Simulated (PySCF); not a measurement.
C₂H₉BSi (SMILES BCC[SiH3])

```xyz
13

B    -1.7516    0.5898   -0.6654
C    -0.9462   -0.6335   -0.1120
C     0.5218   -0.7487   -0.5375
Si    1.6187    0.5909    0.2422
H    -1.3700    1.1918   -1.5925
H    -2.7817    0.8653   -0.1835
H    -1.4885   -1.5188   -0.4759
H    -1.0123   -0.7038    0.9776
H     0.5839   -0.6916   -1.6257
H     0.9065   -1.7341   -0.2595
H     1.6152    0.4306    1.7001
H     2.9890    0.4393   -0.2559
H     1.1109    1.9234   -0.0911
```

Geometry: GFN2-xTB.

All numbers below come from PBE0/pcSseg-1, SCF density, gas phase, non-relativistic in PySCF.

**Predict the electron density and electron localisation function between the atoms.**

C–B (1.57 Å): the density is about 1.4 e/Å³ at the midpoint; the ELF peaks at about 1 between the atoms; localised, covalent bonding.
B–H (1.17 Å): the density is about 1.3 e/Å³ at the midpoint; the ELF climbs to about 1 towards the hydrogen, as it does in any bond to H; a covalent bond by its length.

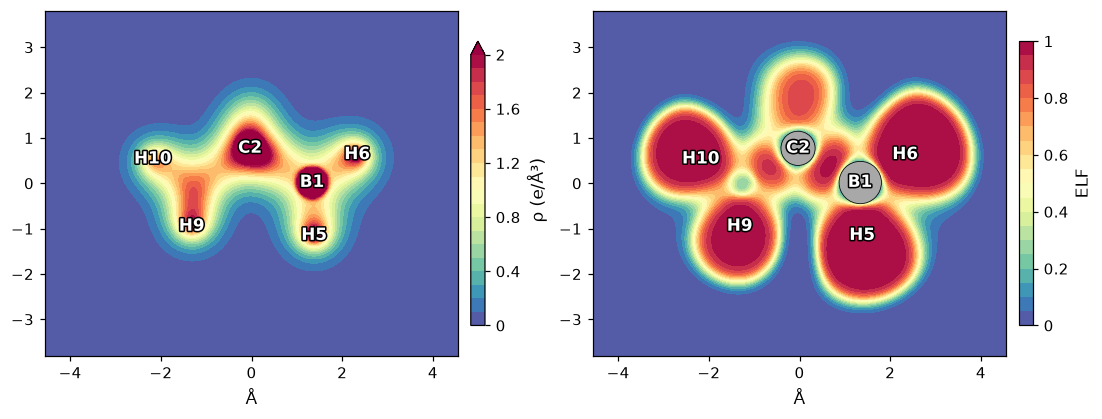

Computed electron density and electron localisation function on the plane of atoms C2, B1 and H5, in this order. Grey discs cover the atomic cores in the ELF map. 
